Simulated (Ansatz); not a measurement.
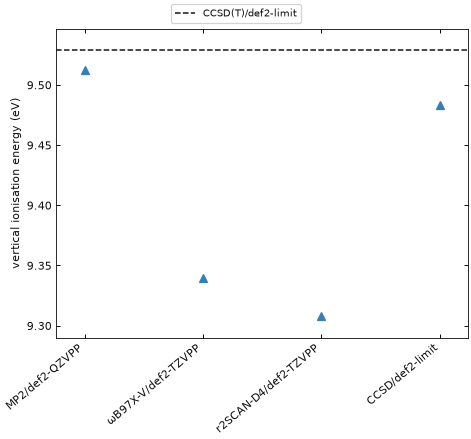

Vertical ionisation energy of SiAsH₃O, SMILES O1[SiH2][AsH]1, taken as the energy of the cation less that of the neutral at fixed geometry (unrestricted doublet cation, cores frozen in correlated methods, no spin-orbit coupling), the Ansatz code 0.2.0, at a PBE0-D4/def2-TZVP geometry (a minimum by its frequencies). Limit means an estimate of the basis limit from triple and quadruple zeta; for coupled cluster it is either extrapolated directly or built as the MP2 limit plus the step from MP2 in triple zeta. The distance of MP2/def2-QZVPP to the limit includes basis error.

Which level comes closest to the line (CCSD(T)/def2-limit), and which misses most?

Closest MP2/def2-QZVPP (9.51 eV), against 9.53 eV; farthest r2SCAN-D4/def2-TZVPP (9.31 eV).

Give the values.

```tsv
level	eV	less CCSD(T)/def2-limit
MP2/def2-QZVPP	9.51	−0.02
ωB97X-V/def2-TZVPP	9.34	−0.19
r2SCAN-D4/def2-TZVPP	9.31	−0.22
CCSD/def2-limit	9.48	−0.05
CCSD(T)/def2-limit	9.53	0.00
```

Limits of at least one run: no scalar relativity up to krypton; outer-core shells are correlated without core-valence functions, which makes the correlated values less sure.
